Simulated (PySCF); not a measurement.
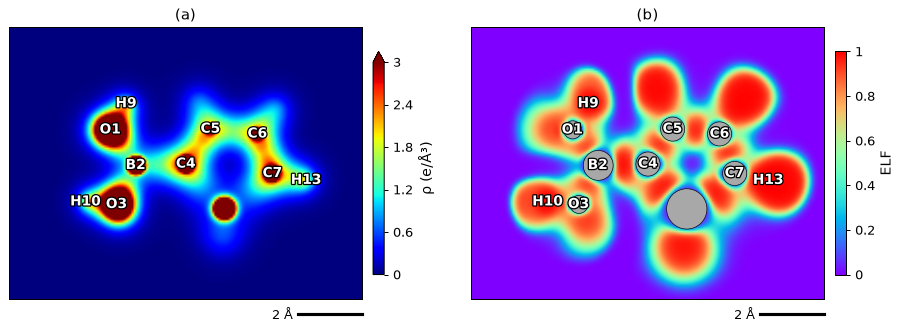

Figure. C₄H₇BO₂Si (SMILES OB(O)C1=CC=C[SiH2]1). (a) total electron density; (b) electron localisation function on the plane of atoms O1, B2 and O3. Grey discs cover the atomic cores in the ELF map.

Geometry: PBE0-D3(BJ)/def2-SVP.

Method: PBE0/pcSseg-1, SCF density, gas phase, non-relativistic in PySCF 2.14.0.

| atom | x (Å) | y (Å) | z (Å) |
| --- | --- | --- | --- |
| O | 2.5978 | 0.9874 | 0.8595 |
| B | 1.8897 | 0.0280 | 0.1887 |
| O | 2.5822 | -0.9960 | -0.3807 |
| C | 0.3387 | 0.0287 | 0.0417 |
| C | -0.4876 | 1.0697 | 0.3178 |
| C | -1.9380 | 0.8915 | 0.1052 |
| C | -2.3359 | -0.3127 | -0.3602 |
| Si | -0.7824 | -1.3458 | -0.5745 |
| H | 2.0352 | 1.6456 | 1.2761 |
| H | 3.5298 | -0.9098 | -0.2282 |
| H | -0.1312 | 2.0447 | 0.6823 |
| H | -2.6251 | 1.7167 | 0.3246 |
| H | -3.3862 | -0.5446 | -0.5487 |
| H | -0.7692 | -2.5721 | 0.2808 |
| H | -0.5336 | -1.7483 | -1.9918 |

**What do the fields say about this system?**

The plane passes through O, B, C and H nuclei. C–C (1.35 Å): ρ is about 2.2 e/Å³ halfway; the ELF peaks at about 0.95 between the atoms (localised, covalent bonding). B–O (1.36 Å): ρ is about 2.1 e/Å³ halfway; the ELF peaks at about 0.90 between the atoms (a short, strongly polar bond). C–B (1.56 Å): ρ at the midpoint is about 1.4 e/Å³; the ELF peaks at about 1 between the atoms; a shared electron pair. O–H (0.96 Å): ρ at the midpoint is about 3.7 e/Å³; the ELF climbs to about 1 towards the hydrogen, as it does in any bond to H (a covalent bond by its length). C–C (1.48 Å): the density is about 1.8 e/Å³ at the midpoint; the ELF peaks at about 0.95 between the atoms (localised, covalent bonding). The ELF also peaks beside O3 and O1, away from the bonds: lone-pair regions.
